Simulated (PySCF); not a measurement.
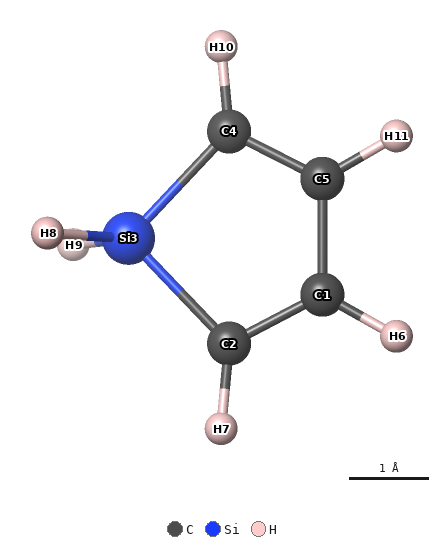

*The structure as given in the input (ball-and-stick view, seen on its broad side; atoms are numbered from 1 in the order of the input).*

Bond lengths as drawn: C–C 1.35 to 1.48 Å, C–H 1.09 to 1.10 Å, C–Si 1.87 Å and H–Si 1.50 Å.

**Core-level calculation, with input and output: C4H6Si**

C4H6Si (silole), SMILES C1=C[SiH2]C=C1, computed with delta-SCF UKS SCAN, pcX-1 on the ionised atom, pcseg-1 elsewhere, spin-free X2C (PySCF 2.14.0).

Figures and captions count atoms from 1; the log counts them from 0 in places.

### Input file
```
{"job": {"kind": "xps", "basis": "pcX-1"}, "charge": 0, "multiplicity": 1}
C     -0.911252     0.683386    -0.718759
C      0.242260     1.289086    -0.365518
Si     1.232175     0.029436     0.607137
C     -0.097354    -1.279544     0.430313
C     -1.097078    -0.719706    -0.283434
H     -1.697592     1.176511    -1.301639
H      0.470716     2.320781    -0.639568
H      1.502329     0.430812     2.022456
H      2.534926    -0.339027    -0.028712
H     -0.142618    -2.307239     0.795691
H     -2.019366    -1.249419    -0.548140
```

The first line tells a small driver script what to run in PySCF; the rest is the geometry in Å.

Hardware: 1 CPU thread, shared host.

Run as:
```bash
OMP_NUM_THREADS=1 python <driver script> task.json out
```

### What the program printed
```
ground state, core basis on atom 0 (C), 114 functions
  cycle   1  E = -445.90507374  |g| = 4.51e-01
  cycle   2  E = -445.85508926  |g| = 6.01e-01
  cycle   3  E = -445.96166680  |g| = 6.01e-02
  cycle   4  E = -445.96206775  |g| = 4.88e-02
  cycle   5  E = -445.96270320  |g| = 1.21e-02
  cycle   6  E = -445.96274988  |g| = 1.55e-03
  cycle   7  E = -445.96274902  |g| = 1.07e-03
  cycle   8  E = -445.96275018  |g| = 5.94e-04
  cycle   9  E = -445.96274898  |g| = 8.97e-05
  E(ground) = -446.00171271 Eh
hole in C 1s of atom 0
  cycle   1  E = -434.70214095  |g| = 1.51e+00
[... 14 cycles left out ...]
  E(ion) = -435.32141883 Eh   <S^2> = 0.9215   hole on atom = 1.000   binding energy = 290.626 eV
ground state, core basis on atom 1 (C), 114 functions
[... 7 cycles left out ...]
  E(ground) = -446.00102320 Eh
hole in C 1s of atom 1
[... 15 cycles left out ...]
  E(ion) = -435.35670385 Eh   <S^2> = 0.8327   hole on atom = 1.000   binding energy = 289.647 eV
ground state, core basis on atom 2 (Si), 126 functions
[... 7 cycles left out ...]
  E(ground) = -446.05628882 Eh
hole in Si 1s of atom 2
[... 11 cycles left out ...]
  E(ion) = -378.20109652 Eh   <S^2> = 0.7523   hole on atom = 1.000   binding energy = 1846.434 eV
hole in Si 2p of atom 2
  cycle   1  E = -441.79430205  |g| = 1.23e+00
  cycle   2  E = -441.61140418  |g| = 1.12e+00
  cycle   3  E = -441.98706360  |g| = 4.53e-01
  cycle   4  E = -442.09473047  |g| = 2.04e-01
  cycle   5  E = -442.11609136  |g| = 5.37e-02
  cycle   6  E = -442.11761244  |g| = 1.76e-02
  cycle   7  E = -442.11778268  |g| = 4.11e-03
  cycle   8  E = -442.11779156  |g| = 2.00e-03
  cycle   9  E = -442.11779391  |g| = 1.01e-03
  cycle  10  E = -442.11779349  |g| = 1.57e-04
  E(ion) = -442.12597145 Eh   <S^2> = 0.7519   hole on atom = 1.002   binding energy = 106.949 eV
  2p3/2 = 106.755 eV   2p1/2 = 107.375 eV
```

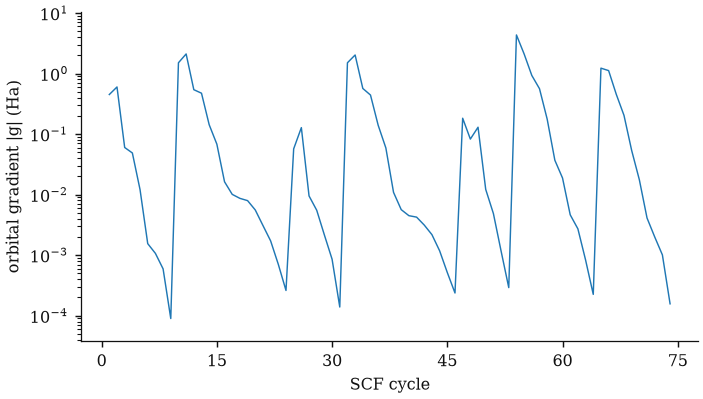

*Convergence of the self-consistent field: orbital gradient |g| against the SCF cycle.*

All cycles printed in the log are drawn one after another.

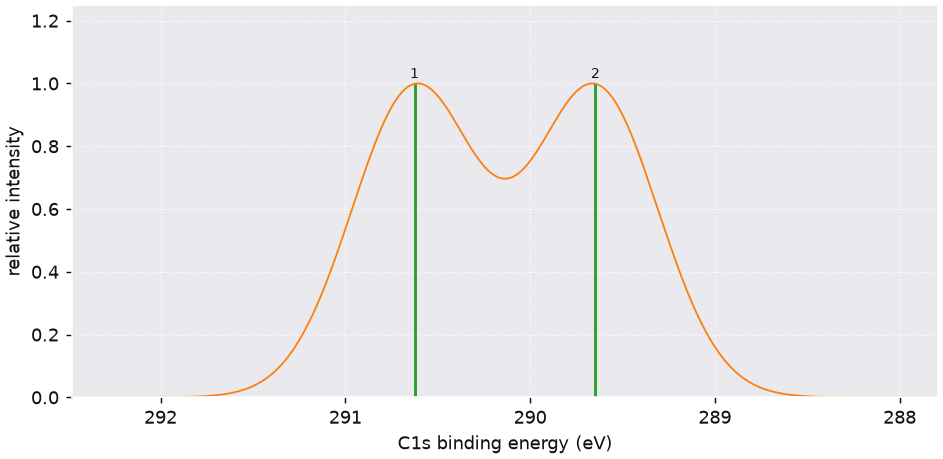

*C1s binding energies by ΔSCF of the atoms computed, labelled by atom number, with a Gaussian envelope of 0.8 eV full width.*

They run from 289.65 eV (atom 2) to 290.63 eV (atom 1).

### Key numbers

- outcome: converged
- wall time: 17 s
- peak memory: 0.52 GiB

### Notes

The core-hole state is spin-contaminated.
